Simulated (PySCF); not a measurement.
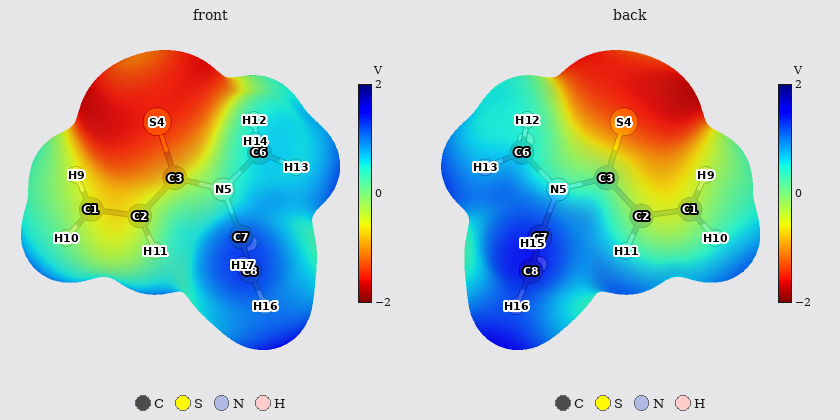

C6H9NS (SMILES C=CC(=S)N(C)C=C). The electrostatic potential painted on the density surface at 0.002 e/bohr³, seen from the front and from behind; red is negative and blue positive.

Geometry: GFN2-xTB.

All numbers below come from PBE0/pcSseg-1, SCF density, in a chloroform solvent model, non-relativistic in PySCF.

```xyz
17

C     2.9356    0.1741   -0.4337
C     1.6115    0.1837   -0.5342
C     0.7364   -0.5651    0.3569
S     1.3319   -1.5635    1.5344
N    -0.5936   -0.4332    0.1918
C    -1.4985   -1.1870    1.0292
C    -1.1857    0.4212   -0.7732
C    -1.5362    1.6649   -0.5060
H     3.4245   -0.4000    0.3359
H     3.5608    0.7313   -1.1089
H     1.1192    0.7637   -1.3048
H    -1.2508   -2.2500    0.9804
H    -2.5189   -1.0267    0.6888
H    -1.4032   -0.8718    2.0712
H    -1.3685   -0.0328   -1.7430
H    -2.0111    2.2858   -1.2446
H    -1.3532    2.1053    0.4597
```

Q: Which sites attract a positive test charge, and which a negative one?

A: A positive charge is drawn to the negative regions and a negative charge to the positive ones. The most negative region (about −1.7 V) lies over S4, the most positive (about +1.5 V) over H15 and H16.
